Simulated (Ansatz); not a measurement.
One crystal and one scan (scan of one atom of the cell) at two levels, PBE (plane waves to 420 eV, PAW, scalar-relativistic; Ansatz, a first-principles code) and r2SCAN (plane waves to 500 eV, PAW, scalar-relativistic; Ansatz), each from its own relaxed cell and on its own mesh. The cell shown is that of PBE.

GaP (zinc blende)

```xyz
2
Lattice="0.0000 2.7530 2.7530 2.7530 0.0000 2.7530 2.7530 2.7530 0.0000" Properties=species:S:1:pos:R:3 pbc="T T T"
P      4.1295     4.1295     4.1295
Ga     0.0000     0.0000     0.0000
```

In each cell atom 2 (Ga, nearest neighbour P at 2.384 Å; its periodic images, 3.9 Å or more away, move with it) moves by s·(0.707, 0.707, 0.000) (along Cartesian [110]), the rest being held.

E stands for the smeared free energy. GaP was relaxed with its symmetry unable to fall. As the smearing reaches across the gap at some points, energies and forces of such displacements shift with the k mesh and the smearing. Percentages come from the unrounded values.

```json
[
 {"quantity": "Lattice constant a (Å)", "PBE": "5.506", "r2SCAN": "5.451", "PBE − r2SCAN": "+0.055 (+1.0 %)"},
 {"quantity": "Force constant k = d²E/ds² at s = 0 (finite differences) (eV/Å²)", "PBE": "9.37", "r2SCAN": "10.20", "PBE − r2SCAN": "-0.83 (-8.2 %)"}
]
```

PBE gives the higher value for: lattice constant a. PBE gives the lower value for: force constant k = d²E/ds² at s = 0. Both give the same shape of the curve: a single well with its minimum at or next to zero displacement. Neither level is exact: the differences show how much the result hangs on the functional.

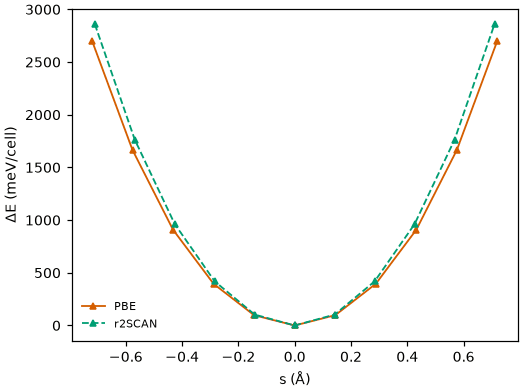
Figure: ΔE, each from the undisplaced structure of its own level.

(For displaced atoms, the force is minus the slope of the energy, and its curvature is a force constant, which sets phonon frequencies.)
